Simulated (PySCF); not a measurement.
Neopentane, C₅H₁₂, SMILES CC(C)(C)C at its GFN2-xTB optimised geometry (Å):

```
17

C      0.6483     0.8392     1.2497
C      0.1531     0.1083     0.0000
C      0.6495     0.8396    -1.2489
C     -1.3767     0.0785    -0.0007
C      0.6911    -1.3240     0.0000
H      0.2753     1.8610     1.2683
H      0.3056     0.3334     2.1498
H      1.7356     0.8716     1.2683
H      0.3081     0.3338    -2.1495
H      0.2761     1.8613    -1.2679
H      1.7368     0.8724    -1.2663
H     -1.7790     1.0893    -0.0008
H     -1.7497    -0.4382     0.8810
H     -1.7489    -0.4379    -0.8829
H      0.3490    -1.8612     0.8820
H      1.7790    -1.3240     0.0000
H      0.3490    -1.8613    -0.8819
```

Level of theory: CAM-B3LYP/def2-SVP run with PySCF 2.14.0. Cells within 0.4 Å of a nucleus heavier than hydrogen are left out (blank, or x).

Map of the log10 of the electron density (e/bohr³), floored at −4 on the plane z = 0.0 Å:

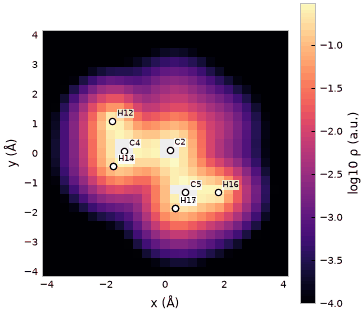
Log10 of the electron density (e/bohr³), floored at −4 on the plane z = 0.0 Å.
